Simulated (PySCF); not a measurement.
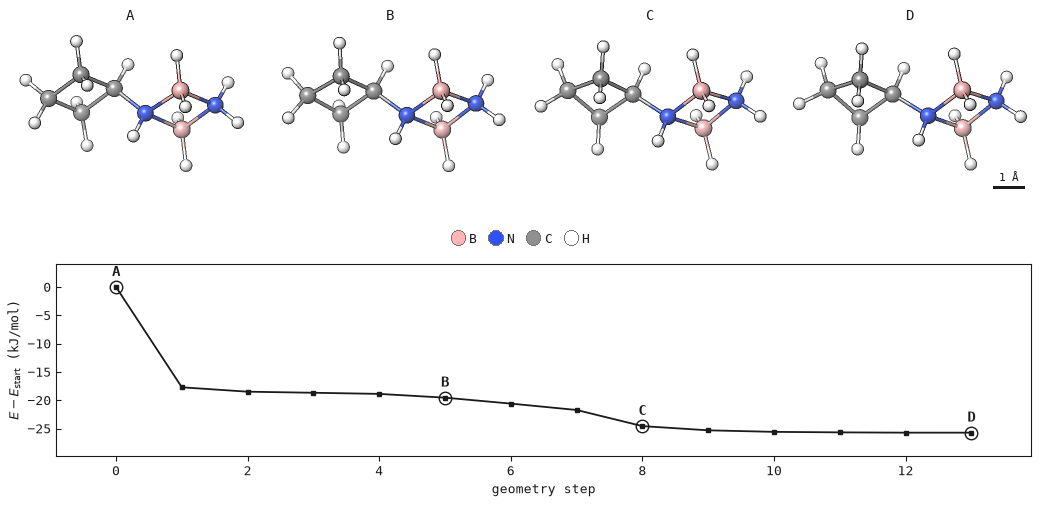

Frames of a relaxation of C₄H₁₄B₂N₂, marked on the history of the run. Style: ball-and-stick. Shown from a free direction.

The start comes from GFN2-xTB. Its atoms were then displaced at random by about 0.01 Å.

All numbers below come from PBE0-D3(BJ)/def2-SVP geometry optimisation, gas phase in PySCF 2.14.0, density-fitted response routines. 

Q: Describe the path.

A: An H atom moves most after the best rigid fit: 0.92 Å. Largest moves by element: H 0.92 Å, C 0.34 Å, N 0.16 Å, B 0.08 Å. Near-neighbour distances that change, for instance: B–H 1.160 → 1.219 Å, C–H 1.055 → 1.100 Å, B–N 1.629 → 1.599 Å, C–N 1.423 → 1.452 Å. Among the angles between lasting bonds that change: N–C–C 113.9° → 119.2°, C–C–H 114.4° → 119.3°, C–C–H 115.2° → 110.6°. Groups turn about C–C by about 30°, C–C by about 25°, C–C by about 25°. The energy falls by 25.7 kJ/mol in 13 geometry steps. From step 0 to 5: an H atom moves most (0.29 Å), energy −19.5 kJ/mol. From step 5 to 8: an H atom moves most (0.50 Å), energy −5.02 kJ/mol. From step 8 to 13: an H atom moves most (0.15 Å), energy −1.16 kJ/mol.

```tsv
step	E − E(0), kJ/mol
0	0.00
1	-17.71
2	-18.49
3	-18.67
4	-18.87
5	-19.54
6	-20.59
7	-21.72
8	-24.57
9	-25.31
10	-25.58
11	-25.67
12	-25.72
13	-25.72
```
